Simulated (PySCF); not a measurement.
# C6H9FO2: the cost of one run

Programs: PySCF 2.14.0, with routines of our own; each step states its level. All values are computed. Atoms count from 0.

## (1) The starting structure

18 atoms, charge 0, multiplicity 1; geometry from: GFN2-xTB.

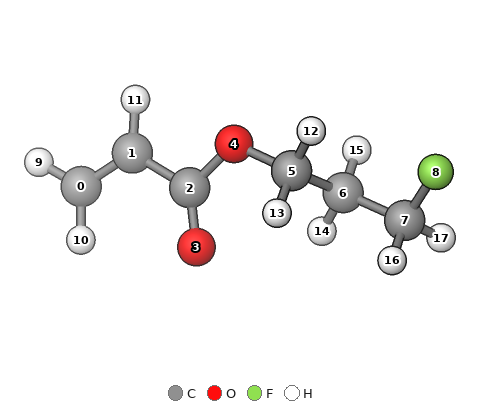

The starting geometry (carbon grey, oxygen red, fluorine green, hydrogen white).

## (2) Magnetic properties: GIAO B3LYP/pcSseg-1

What the job is given:

```
{"job": {"kind": "mag", "xc": "B3LYP", "basis": "pcSseg-1", "isotopologues": 0}, "charge": 0, "multiplicity": 1}
C      3.597149     1.064970     0.131853
C      2.607020     0.409354     0.719440
C      1.215702     0.530917     0.235727
O      0.860026     1.175291    -0.720125
O      0.379139    -0.172356     1.014859
C     -1.000164    -0.131138     0.669800
C     -1.320509    -1.087456    -0.479774
C     -2.799339    -1.046303    -0.828153
F     -3.555251    -1.492642     0.230419
H      4.617052     0.992922     0.468505
H      3.396689     1.700475    -0.715847
H      2.746660    -0.237086     1.572243
H     -1.539488    -0.421320     1.573183
H     -1.266717     0.893221     0.385522
H     -0.747539    -0.798562    -1.361775
H     -1.038372    -2.102130    -0.192316
H     -3.132367    -0.025588    -1.041791
H     -3.028451    -1.702584    -1.673427
```

Level: GIAO B3LYP/pcSseg-1 magnetisability, rotational g tensor and spin-rotation constants, non-relativistic, gas phase.

Started as:

```sh
$ OMP_NUM_THREADS=1 python excited_run.py task.json out
```

This one command runs all jobs of the session in turn.

Q: Estimate the wall time and peak memory of this first job on 1 thread of Arm Neoverse V1, shared host.

About 35 s, with a peak of 0.96 GiB.
